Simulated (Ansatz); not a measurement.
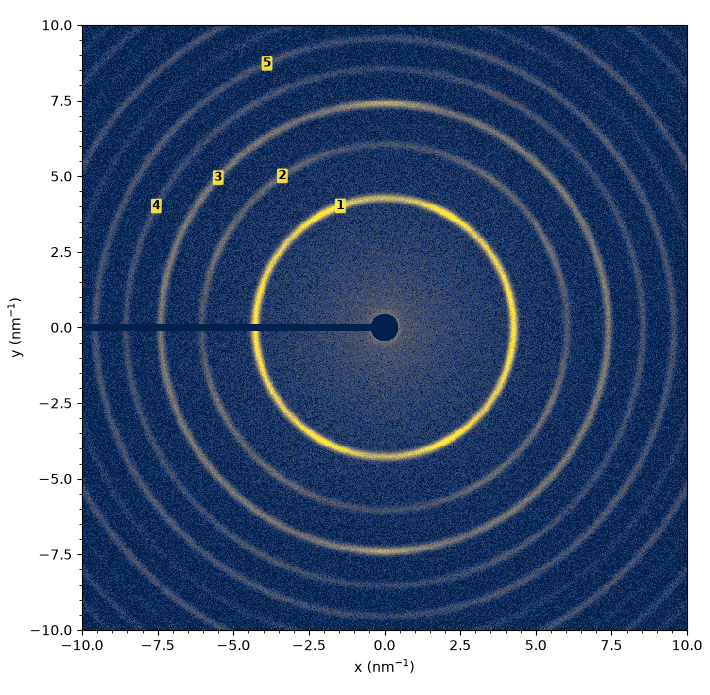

Simulated electron diffraction rings at 80 kV (λ = 0.0418 Å), scale in nm⁻¹ (radius = 1/d), for a sample with fibre texture (March–Dollase model, fibre axis vertical in the picture). Kinematic intensities with B = 0.3 Å² for all atoms, without multiple scattering; brightness goes as intensity to the power 0.5, clipped at the top, with counting noise. Reflections closer than the ring width show as one ring.

The sample is Ta, space group Im-3m, a = 3.310 Å, b = 3.310 Å, c = 3.310 Å, α = 90.00°, β = 90.00°, γ = 90.00°. It is based on the input geometry of an electronic-structure calculation (not necessarily at equilibrium).

Q: Measure the numbered rings and index them.

A:
| ring | radius | d (Å) | hkl |
| --- | --- | --- | --- |
| 1 | 4.27 nm⁻¹ | 2.34 | 110 |
| 2 | 6.04 nm⁻¹ | 1.655 | 200 |
| 3 | 7.40 nm⁻¹ | 1.351 | 211 |
| 4 | 8.55 nm⁻¹ | 1.170 | 220 |
| 5 | 9.55 nm⁻¹ | 1.047 | 310 |

Q: Which lattice planes lie preferentially normal to the fibre axis?

A: The (2 1 1) planes: ring 3 is concentrated at the top and bottom of the pattern (March parameter 0.35).
